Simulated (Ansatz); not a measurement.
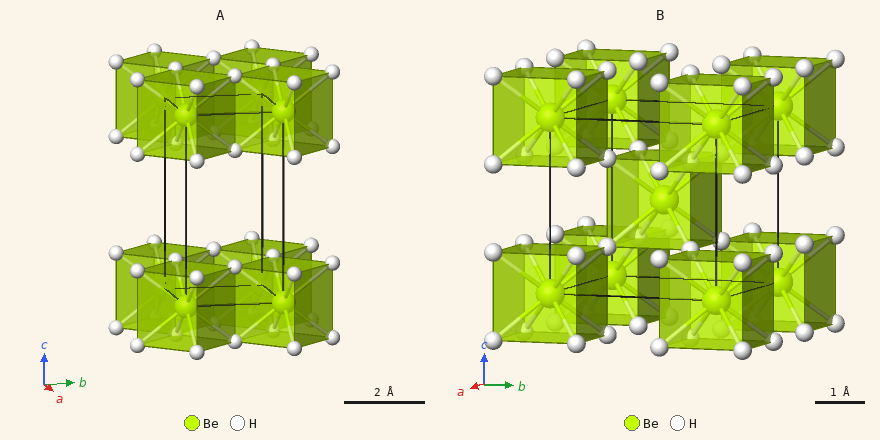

Two structures of BeH4, each relaxed to rest (conventional cells in solid outline, small ones repeated, not to one scale). Method: DFT PBE, scalar-relativistic, plane waves, PAW (Ansatz), without spin polarisation.

> What are A and B?

A: 5 atoms a cell on a primitive tetragonal lattice, P4/mmm. B: 10 atoms a cell on a body-centred cubic lattice, Im-3m.

> Compare their energies: which is lower?

A is lower, by 36 meV/atom at this level of theory (energies at zero smearing). Volumes: A 6.1, B 4.9 Å³/atom.

One or both may be structure types tried for this composition rather than known phases.
